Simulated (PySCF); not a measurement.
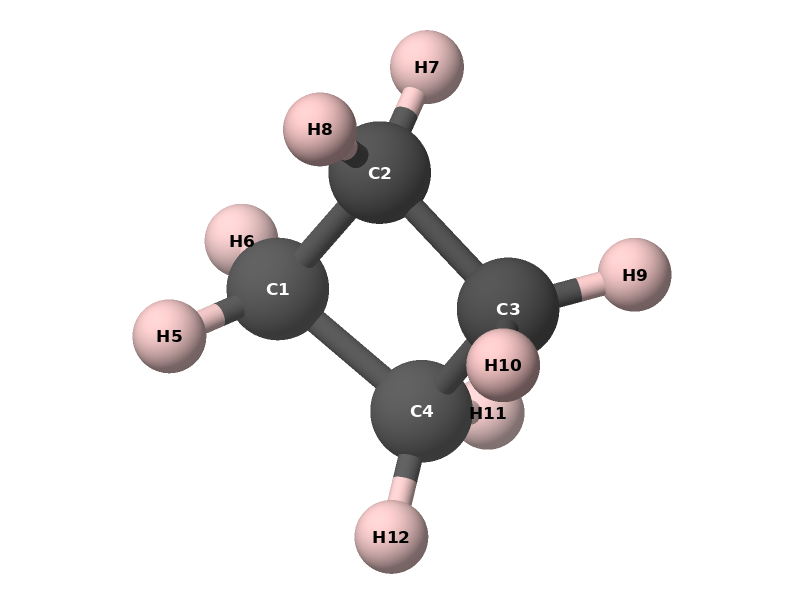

The computed structure is the end point of a GFN2-xTB optimisation. No frequency run is at hand to confirm it as a minimum. Level of theory: delta-SCF UKS SCAN, pcX-2 on the ionised atom, pcseg-1 elsewhere, spin-free X2C (PySCF 2.14.0).

Give the core-electron binding energies (to vacuum) of C1 1s.

```
atom  level  binding energy (eV)
  C1     1s                290.3
```
